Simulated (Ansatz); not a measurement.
# Run report: BH3OF, geometry relaxation (part 2 of 2)

The same run, continued: BH3OF, multiplicity 2; UKS revPBE-D4/def2-SVP (Ansatz 0.2.0). It belongs to a series of runs on one base structure; here: end point A relaxed.

Geometry of the input (Å):
```
B  -0.0667  -0.0508  -0.0132
F  -0.4049  -0.6700  1.1176
H  1.1141  0.1840  -0.2113
H  -0.9717  0.2266  -0.7861
O  0.2084  0.1418  3.3355
H  -0.3936  -0.6327  3.4747
```

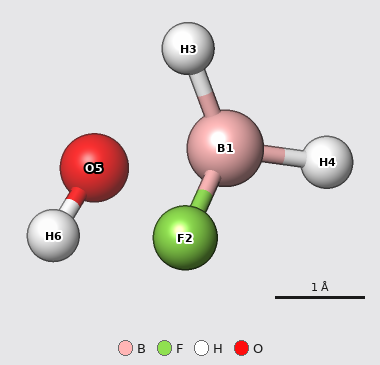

*The geometry at step 10 of the log (ball-and-stick view, seen at a tilt; atoms are numbered from 1 in the order of the input).*

### Trajectory as extended XYZ (Å, eV, eV/Å), 19 frames, from step=1 to step=19
```
6
Properties=species:S:1:pos:R:3:forces:R:3 step=1 energy=-5481.20066
B    -0.0667   -0.0508   -0.0132    0.0584   0.1348  -0.1903
F    -0.4049   -0.6700    1.1176   -0.1127  -0.2030  -0.0868
H     1.1141    0.1840   -0.2113   -0.0645  -0.0196   0.0390
H    -0.9717    0.2266   -0.7861    0.0503  -0.0090   0.0499
O     0.2084    0.1418    3.3355   -0.0135  -0.0060   0.1968
H    -0.3936   -0.6327    3.4747    0.0820   0.1029  -0.0088
6
Properties=species:S:1:pos:R:3:forces:R:3 step=2 energy=-5481.21494
B    -0.0764   -0.0248   -0.0098   -0.0389  -0.7675  -0.0246
F    -0.4210   -0.8106    1.0303    0.0758   0.3208  -0.2861
H     1.1086    0.1938   -0.1884   -0.0485   0.1817   0.1522
H    -0.9655    0.2635   -0.7934   -0.0115   0.2105   0.1416
O     0.2351    0.1636    3.3698    0.0033   0.0251   0.0468
H    -0.3951   -0.5865    3.5086    0.0197   0.0294  -0.0300
6
Properties=species:S:1:pos:R:3:forces:R:3 step=3 energy=-5481.23209
B    -0.0739   -0.0536   -0.0345   -0.1330  -0.3311   0.3030
F    -0.4328   -0.7980    1.0325    0.1247   0.2216  -0.4149
H     1.1092    0.1976   -0.1827   -0.0523   0.0187   0.0493
H    -0.9671    0.2731   -0.7987    0.0406   0.0447   0.0516
O     0.2303    0.1773    3.4032   -0.0363  -0.0331   0.0431
H    -0.3802   -0.5974    3.4973    0.0563   0.0792  -0.0321
6
Properties=species:S:1:pos:R:3:forces:R:3 step=4 energy=-5481.24431
B    -0.0766   -0.0673   -0.0071   -0.1089  -0.1922   0.2302
F    -0.4323   -0.8634    1.0178    0.0893   0.1052  -0.3019
H     1.1037    0.2074   -0.1322   -0.0446  -0.0027   0.0245
H    -0.9711    0.2945   -0.7534    0.0444   0.0322   0.0290
O     0.2541    0.1907    3.3780   -0.1082  -0.1101   0.0479
H    -0.3923   -0.5629    3.4139    0.1280   0.1676  -0.0297
6
Properties=species:S:1:pos:R:3:forces:R:3 step=5 energy=-5481.26475
B    -0.0843   -0.0915    0.0509   -0.1560  -0.3435   0.3960
F    -0.4312   -1.0310    0.9633    0.1399   0.3316  -0.5190
H     1.0897    0.2288   -0.0243   -0.0752  -0.0519   0.0276
H    -0.9788    0.3475   -0.6580    0.0674  -0.0140   0.0954
O     0.3085    0.2236    3.3396   -0.7356  -0.6361  -0.0474
H    -0.4182   -0.4784    3.2456    0.7595   0.7139   0.0474
6
Properties=species:S:1:pos:R:3:forces:R:3 step=6 energy=-5481.30919
B    -0.0928   -0.1087    0.1180   -0.0071  -0.1484   0.0809
F    -0.4481   -1.1359    0.9114    0.0556   0.1028  -0.1820
H     1.0798    0.2189    0.0816   -0.0469  -0.0541   0.0438
H    -0.9722    0.3914   -0.5636   -0.0031   0.0392   0.0843
O     0.2967    0.2816    3.2622   -0.4789  -0.4037  -0.1058
H    -0.3778   -0.4483    3.1075    0.4803   0.4642   0.0788
6
Properties=species:S:1:pos:R:3:forces:R:3 step=7 energy=-5481.35081
B    -0.0954   -0.1288    0.1963   -0.2869  -0.2094   0.1154
F    -0.4757   -1.2482    0.8584    0.1577   0.3438  -0.2817
H     1.0744    0.1938    0.2106    0.0617  -0.0956   0.0320
H    -0.9597    0.4616   -0.4464    0.1008  -0.0840   0.2089
O     0.2443    0.3783    3.1004   -0.3776  -0.4072  -0.1296
H    -0.3023   -0.4578    2.9977    0.3443   0.4524   0.0550
6
Properties=species:S:1:pos:R:3:forces:R:3 step=8 energy=-5481.38853
B    -0.1046   -0.1298    0.2701    0.2244  -0.6753   0.4806
F    -0.4985   -1.3140    0.8208    0.2365   0.5341  -0.3046
H     1.0794    0.1695    0.3002   -0.0733  -0.1443   0.0465
H    -0.9349    0.5000   -0.3269   -0.3298   0.2506  -0.0572
O     0.1807    0.4500    2.9292   -0.5040  -0.8701  -0.1812
H    -0.2364   -0.4768    2.9238    0.4462   0.9050   0.0158
6
Properties=species:S:1:pos:R:3:forces:R:3 step=9 energy=-5481.47848
B    -0.0888   -0.1404    0.3211   -0.0963  -0.2335   0.6573
F    -0.4798   -1.3503    0.7951    0.1312   0.1705  -0.3095
H     1.1020    0.1255    0.3278    0.0457  -0.0775  -0.0419
H    -0.9415    0.5586   -0.1888   -0.0492   0.0838   0.0003
O     0.0993    0.4836    2.7550   -0.3931  -1.0217  -0.1327
H    -0.2055   -0.4781    2.9069    0.3617   1.0784  -0.1736
6
Properties=species:S:1:pos:R:3:forces:R:3 step=10 energy=-5481.69985
B    -0.0977   -0.0920    0.5089   -0.1842  -1.0506   0.7898
F    -0.4525   -1.4057    0.7214    0.1029   0.7004   0.0054
H     1.1181    0.0744    0.3237   -0.0102   0.3299   0.2913
H    -0.9354    0.5846   -0.0964    0.1735   0.2690   0.4351
O     0.0450    0.4947    2.5722   -0.4770  -1.6634  -1.0864
H    -0.1920   -0.4572    2.8872    0.3949   1.4147  -0.4352
6
Properties=species:S:1:pos:R:3:forces:R:3 step=11 energy=-5482.28207
B    -0.1008   -0.1039    0.5872   -0.3056  -0.2381   2.6005
F    -0.4532   -1.4142    0.7264   -0.0008  -0.0261  -0.3004
H     1.1124    0.0936    0.3746    0.1660   0.2816  -0.0248
H    -0.9158    0.6070   -0.0192    0.2383   0.2660   0.1488
O     0.0257    0.4464    2.3820   -0.4279  -1.4256  -1.6724
H    -0.1826   -0.4300    2.8661    0.3301   1.1422  -0.7518
6
Properties=species:S:1:pos:R:3:forces:R:3 step=12 energy=-5483.20632
B    -0.1179   -0.1435    0.7308   -0.2568   0.3675   2.7076
F    -0.4558   -1.4799    0.6785    0.1250   0.4393   0.0321
H     1.0910    0.1084    0.4462    0.2147   0.1936  -0.5416
H    -0.8699    0.6461    0.1258    0.2306   0.1298  -0.3927
O     0.0033    0.4439    2.1885   -0.5222  -1.9452  -1.5599
H    -0.1651   -0.3762    2.7473    0.2086   0.8151  -0.2456
6
Properties=species:S:1:pos:R:3:forces:R:3 step=13 energy=-5482.47193 accepted=F
B    -0.1363   -0.1289    0.9278   -1.0213  -4.4785 -11.2677
F    -0.4470   -1.4711    0.7031    0.0455   0.2274   0.3051
H     1.0598    0.1384    0.4172    0.0266   0.1544  -0.9473
H    -0.7953    0.6633    0.1543    0.4208  -0.0524  -0.5468
O    -0.0412    0.3638    2.0206    0.4055   3.3249  12.4008
H    -0.1544   -0.3667    2.6942    0.1230   0.8242   0.0558
6
Properties=species:S:1:pos:R:3:forces:R:3 step=14 energy=-5483.57766
B    -0.1317   -0.1459    0.8264    0.0470   0.4074   1.1550
F    -0.4511   -1.4709    0.6705    0.0093   0.0602   0.1573
H     1.0616    0.1320    0.3639   -0.1960   0.1912  -0.3463
H    -0.7992    0.6503    0.0915    0.3501   0.0344  -0.1443
O    -0.0395    0.3985    2.1766   -0.2096  -0.9028  -0.9057
H    -0.1545   -0.3651    2.7882   -0.0007   0.2095   0.0840
6
Properties=species:S:1:pos:R:3:forces:R:3 step=15 energy=-5483.67569
B    -0.1108   -0.1504    0.8471   -0.0410  -0.2003   0.7191
F    -0.4444   -1.4776    0.7065    0.0325   0.1119  -0.1959
H     1.0332    0.1681    0.2752   -0.3302   0.1119  -0.1656
H    -0.7498    0.6724    0.0818    0.3408  -0.1031  -0.0299
O    -0.0503    0.3483    2.1713    0.0232  -0.0080  -0.1256
H    -0.1924   -0.3619    2.8353   -0.0253   0.0876  -0.2021
6
Properties=species:S:1:pos:R:3:forces:R:3 step=16 energy=-5483.74767
B    -0.1079   -0.1768    0.9058    0.1033  -0.2210  -0.3974
F    -0.4442   -1.4935    0.7023    0.0373   0.1783   0.0047
H     0.9307    0.2276    0.1898   -0.1500  -0.0530   0.0559
H    -0.6259    0.6637    0.0653    0.0107  -0.0425   0.0181
O    -0.0455    0.3323    2.1901    0.0137   0.0995   0.3869
H    -0.2216   -0.3544    2.8638   -0.0150   0.0386  -0.0682
6
Properties=species:S:1:pos:R:3:forces:R:3 step=17 energy=-5483.75201
B    -0.0990   -0.1776    0.9037    0.0734  -0.0987  -0.0011
F    -0.4419   -1.4895    0.7009    0.0224   0.0794   0.0026
H     0.9212    0.2275    0.1799   -0.0672  -0.0282   0.0543
H    -0.6225    0.6592    0.0689   -0.0348   0.0291  -0.0209
O    -0.0397    0.3338    2.1987    0.0219   0.0102   0.0028
H    -0.2326   -0.3544    2.8650   -0.0158   0.0082  -0.0376
6
Properties=species:S:1:pos:R:3:forces:R:3 step=18 energy=-5483.75304
B    -0.0857   -0.1848    0.9037    0.0370   0.0659  -0.0206
F    -0.4372   -1.4906    0.7011   -0.0196  -0.0287   0.0062
H     0.9141    0.2271    0.1816    0.0146  -0.0013  -0.0392
H    -0.6326    0.6618    0.0809   -0.0055  -0.0079  -0.0174
O    -0.0180    0.3321    2.1957   -0.0096   0.0288  -0.0146
H    -0.2550   -0.3468    2.8541   -0.0169  -0.0568   0.0857
6
Properties=species:S:1:pos:R:3:forces:R:3 step=19 energy=-5483.75357
B    -0.0836   -0.1823    0.9041   -0.0011  -0.0041   0.0014
F    -0.4378   -1.4890    0.7015    0.0018   0.0070   0.0030
H     0.9147    0.2269    0.1760    0.0025  -0.0008  -0.0029
H    -0.6316    0.6610    0.0778   -0.0022   0.0009  -0.0032
O    -0.0214    0.3315    2.1984   -0.0030  -0.0079   0.0086
H    -0.2547   -0.3492    2.8593    0.0019   0.0049  -0.0069
```

### Summary

```tsv
quantity	value
outcome	converged
total energy	−5483.7536 eV
mean-field energy	−5483.5506 eV
⟨S²⟩	0.753
largest force (length of the vector) at the end	0.012 eV/Å
hardware	1 thread of Intel Xeon (Granite Rapids), 32 GiB of memory available, shared host
wall time	25 s
peak memory	0.16 GiB
```
